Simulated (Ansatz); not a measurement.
**One shape, several levels: triplet C2H5AlN2**

Wanted: a comparison of 6 runs (U-wB97M-V/def2-SVP, UB2PLYP/def2-SVP, UB3LYP/def2-SVP, UHSE06/def2-SVP, USVWN5/def2-SVP, RPA@PBE0/def2-SVP) of triplet C2H5AlN2. 

Program for the calculation: Ansatz 0.2.0.

62 further runs of the same task are left out: 1 that didn't finish, 61 set aside as unsound or not needed.

### Step 1. Starting point

C2H5AlN2 has 10 atoms, charge 0, and is taken as a triplet. As SMILES of the parent species, `C#[C][Al]([NH2])[NH2]`. The coordinates come from a PBE0-D4/def2-TZVP relaxation. That shape belongs to the parent species and isn't relaxed for this state.

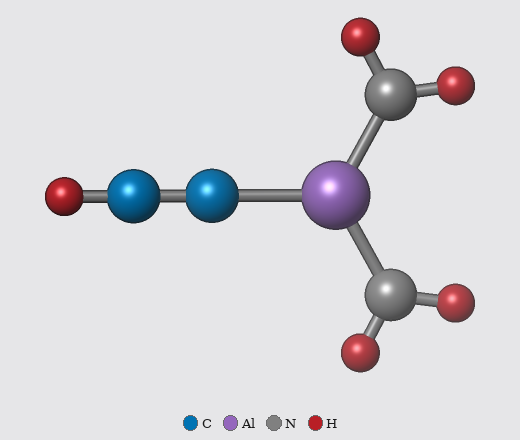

Viewed from a chosen angle; carbon blue, aluminium purple, nitrogen grey, hydrogen red.

### Step 2. The energy at U-wB97M-V/def2-SVP (run 1)

Input file input.yaml:

```yaml
crystal:
  periodic: [false, false, false]
  atoms:
    - symbol: C
      position_ang: [-2.368100, 1.221100, 0.873300]
    - symbol: C
      position_ang: [-1.345900, 0.693600, 0.497800]
    - symbol: Al
      position_ang: [0.265700, -0.138000, -0.094200]
    - symbol: N
      position_ang: [0.247600, -1.861100, -0.467000]
    - symbol: "N"
      position_ang: [1.722400, 0.842900, -0.249900]
    - symbol: H
      position_ang: [-3.269100, 1.686000, 1.204200]
    - symbol: H
      position_ang: [1.027400, -2.410800, -0.785900]
    - symbol: H
      position_ang: [-0.574800, -2.435200, -0.383700]
    - symbol: H
      position_ang: [1.750000, 1.827100, -0.041300]
    - symbol: H
      position_ang: [2.627700, 0.523400, -0.550300]
basis:
  gaussian:
    orbitals: def2-SVP
magnetization:
  spin_polarized: true
  initial_magnetization: 2
hamiltonian:
  xc: {name: wB97M-V}
accuracy: high
output:
  orbitals: {seedname: orbitals}
```

Started as:

```
ansatz run input.yaml --threads 1 --pin off --max-ram 3480MiB --events-out events.jsonl --progress --plain --runs-dir runs
```

Output, cut to the lines that bear on the results:

```text
Warning: RAYON_NUM_THREADS=1 ignored (pool sized by the plan → 1); use --threads N
Functional definition: wB97M-V
  name "wB97M-V"
[...]
  gx(w, u) = 1 - cx + cx01*u + cx10*w
  gss(w, u) = css00 + css04*u^4 + css10*w + css20*w^2 + css43*w^4*u^3
  gos(w, u) = cos00 + cos10*w + (cos20 + cos21*u)*w^2 + (cos60 + cos61*u)*w^6
[...]
      + integral(e_c_pw_mod_opposite_spin*gos(b97_w_opposite, b97_u_opposite)) + vv10(b, c)
2218 factors; integrals over basis functions are off by at most 1.4e-8 eV
426 factors; integrals over basis functions are off by at most 2.5e-9 eV
[...]
mean field -11719.15586806 eV, -430.6710346220 hartree, gradient 1.8e-8 eV, S^2 2.003934; 10 other end points of the search recorded, 0 dependent functions left out
reference -11719.15587296 eV, -430.6710348022 hartree; 23, 21 occupied and 76, 78 virtual orbitals, 2218 factors
Total energy: -11719.15587296 eV, -430.6710348022 hartree
```

It took 6.7 min on 1 thread of Intel Xeon Platinum 8488C (Sapphire Rapids), shared host; peak memory 1.3 GiB.

### Step 3. The energy at UB2PLYP/def2-SVP (run 2)

Input file run.yaml:

```yaml
crystal:
  periodic: [false, false, false]
  atoms:
    - {symbol: C, position_ang: [-2.368100, 1.221100, 0.873300]}
    - {symbol: C, position_ang: [-1.345900, 0.693600, 0.497800]}
    - {symbol: Al, position_ang: [0.265700, -0.138000, -0.094200]}
    - {symbol: N, position_ang: [0.247600, -1.861100, -0.467000]}
    - {symbol: N, position_ang: [1.722400, 0.842900, -0.249900]}
    - {symbol: H, position_ang: [-3.269100, 1.686000, 1.204200]}
    - {symbol: H, position_ang: [1.027400, -2.410800, -0.785900]}
    - {symbol: H, position_ang: [-0.574800, -2.435200, -0.383700]}
    - {symbol: H, position_ang: [1.750000, 1.827100, -0.041300]}
    - {symbol: H, position_ang: [2.627700, 0.523400, -0.550300]}
basis:
  gaussian:
    orbitals: def2-SVP
magnetization:
  spin_polarized: true
  initial_magnetization: 2
hamiltonian:
  xc: {name: B2PLYP}
correlation:
  frozen_orbitals: {Al: 5, C: 1, H: 0, "N": 1}
accuracy: high
output: {orbitals: {seedname: orbitals}}
```

Started as:

```
ansatz run run.yaml --threads 1 --pin off --max-ram 3480MiB --events-out events.jsonl --progress --plain --runs-dir runs
```

Output, cut to the lines that bear on the results:

```text
Warning: RAYON_NUM_THREADS=1 ignored (pool sized by the plan → 1); use --threads N
Functional definition: B2PLYP
  name "B2PLYP"
[...]
2218 factors; integrals over basis functions are off by at most 1.4e-8 eV
[...]
mean field -11707.67093259 eV, -430.2489710283 hartree, gradient 2.6e-8 eV, S^2 2.007185; 12 other end points of the search recorded, 0 dependent functions left out
9 core orbitals not correlated: weight in the atoms' cores, before any rotation towards them, 1.000 or more for the frozen orbitals, at most 0.000 for the correlated occupied ones
reference -11707.67095999 eV, -430.2489720353 hartree; 14, 12 occupied and 76, 78 virtual orbitals, 2218 factors
second order -19.82340384 eV of doubles, -0.00000000 eV of singles
Total energy: -11713.02327903 eV, -430.4456661319 hartree
```

It took 89 s on 1 thread of Intel Xeon Platinum 8488C (Sapphire Rapids), shared host; peak memory 0.67 GiB.

Run 3 isn't shown in full; the table further down has it.

### Step 4. The energy at UHSE06/def2-SVP (run 4)

Input file in.yaml:

```yaml
crystal:
  periodic: [false, false, false]
  atoms:
    - {symbol: C, position_ang: [-2.368100, 1.221100, 0.873300]}
    - {symbol: C, position_ang: [-1.345900, 0.693600, 0.497800]}
    - {symbol: Al, position_ang: [0.265700, -0.138000, -0.094200]}
    - {symbol: "N", position_ang: [0.247600, -1.861100, -0.467000]}
    - {symbol: "N", position_ang: [1.722400, 0.842900, -0.249900]}
    - {symbol: H, position_ang: [-3.269100, 1.686000, 1.204200]}
    - {symbol: H, position_ang: [1.027400, -2.410800, -0.785900]}
    - {symbol: H, position_ang: [-0.574800, -2.435200, -0.383700]}
    - {symbol: H, position_ang: [1.750000, 1.827100, -0.041300]}
    - {symbol: H, position_ang: [2.627700, 0.523400, -0.550300]}
basis:
  gaussian: {orbitals: def2-SVP}
total_charge: 0
magnetization: {spin_polarized: true, initial_magnetization: 2}
hamiltonian: {xc: {name: HSE06}}
accuracy: high
output: {orbitals: {seedname: orbitals}}
```

Started as:

```
ansatz run in.yaml --threads 1 --pin off --max-ram 3480MiB --events-out events.jsonl --progress --plain --runs-dir runs
```

Output, cut to the lines that bear on the results:

```text
Warning: RAYON_NUM_THREADS=1 ignored (pool sized by the plan → 1); use --threads N
Functional definition: HSE06
  name "HSE06"
[...]
2218 factors; integrals over basis functions are off by at most 1.4e-8 eV
110 factors; integrals over basis functions are off by at most 2.2e-9 eV
[...]
mean field -11712.22785423 eV, -430.4164348099 hartree, gradient 9.5e-8 eV, S^2 2.005415; 6 other end points of the search recorded, 0 dependent functions left out
reference -11712.22785804 eV, -430.4164349497 hartree; 23, 21 occupied and 76, 78 virtual orbitals, 2218 factors
Total energy: -11712.22785804 eV, -430.4164349497 hartree
```

Run time: 32 s. Hardware: 1 thread of Intel Xeon Platinum 8488C (Sapphire Rapids), shared host; peak memory 0.53 GiB.

Run 5 isn't shown in full; the table further down has it.

### Step 5. The energy at RPA@PBE0/def2-SVP (run 6)

Input file in.yaml:

```yaml
basis:
  gaussian:
    orbitals: def2-SVP
crystal:
  periodic: [false, false, false]
  atoms:
    - symbol: C
      position_ang: [-2.368100, 1.221100, 0.873300]
    - symbol: C
      position_ang: [-1.345900, 0.693600, 0.497800]
    - symbol: Al
      position_ang: [0.265700, -0.138000, -0.094200]
    - symbol: N
      position_ang: [0.247600, -1.861100, -0.467000]
    - symbol: "N"
      position_ang: [1.722400, 0.842900, -0.249900]
    - symbol: H
      position_ang: [-3.269100, 1.686000, 1.204200]
    - symbol: H
      position_ang: [1.027400, -2.410800, -0.785900]
    - symbol: H
      position_ang: [-0.574800, -2.435200, -0.383700]
    - symbol: H
      position_ang: [1.750000, 1.827100, -0.041300]
    - symbol: H
      position_ang: [2.627700, 0.523400, -0.550300]
magnetization:
  spin_polarized: true
  initial_magnetization: 2
hamiltonian:
  xc: {name: PBE0}
correlation:
  method: rpa
  frozen_orbitals: {Al: 5, C: 1, H: 0, "N": 1}
accuracy: high
```

Started as:

```
ansatz run in.yaml --threads 1 --pin off --max-ram 3480MiB --events-out events.jsonl --progress --plain --runs-dir runs
```

Output, cut to the lines that bear on the results:

```text
Warning: RAYON_NUM_THREADS=1 ignored (pool sized by the plan → 1); use --threads N
Functional definition: PBE0
  name "PBE0"
[...]
2218 factors; integrals over basis functions are off by at most 1.4e-8 eV
[...]
mean field -11712.66102935 eV, -430.4323537019 hartree, gradient 6.8e-8 eV, S^2 2.005444; 5 other end points of the search recorded, 0 dependent functions left out
9 core orbitals not correlated: weight in the atoms' cores, before any rotation towards them, 1.000 or more for the frozen orbitals, at most 0.000 for the correlated occupied ones
reference -11676.28919951 eV, -429.0957136090 hartree; 14, 12 occupied and 76, 78 virtual orbitals, 2218 factors
Total energy: -11700.62598468 eV, -429.9900739677 hartree
```

Wall time 65 s (1 thread of Intel Xeon Platinum 8488C (Sapphire Rapids), shared host); peak memory 0.66 GiB.

### Step 6. All runs side by side

```
run               level  frozen core orbitals  energy (Eh)  HOMO energy (eV)   ⟨S²⟩  wall time
  1  U-wB97M-V/def2-SVP                     –  -430.671035             -4.81  2.004    6.7 min
  2    UB2PLYP/def2-SVP                     9  -430.445666             -3.90  2.007       89 s
  3     UB3LYP/def2-SVP                     –  -430.793646             -2.53  2.005       33 s
  4     UHSE06/def2-SVP                     –  -430.416435             -2.56  2.005       32 s
  5     USVWN5/def2-SVP                     –  -428.093904             -1.13  2.002       20 s
  6   RPA@PBE0/def2-SVP                     9  -429.990074                 –  2.005       65 s
```

### Step 7. Results

```
                                quantity          value
                     run 6: total energy  -429.99007 Eh
 run 6: RPA correlation energy (valence)     -894.4 mEh
run 6: ⟨S²⟩ of the reference determinant          2.005
```

What this shows: Totals of different functionals can't be ranked against each other. All runs together took 11 min, the longest 6.7 min.
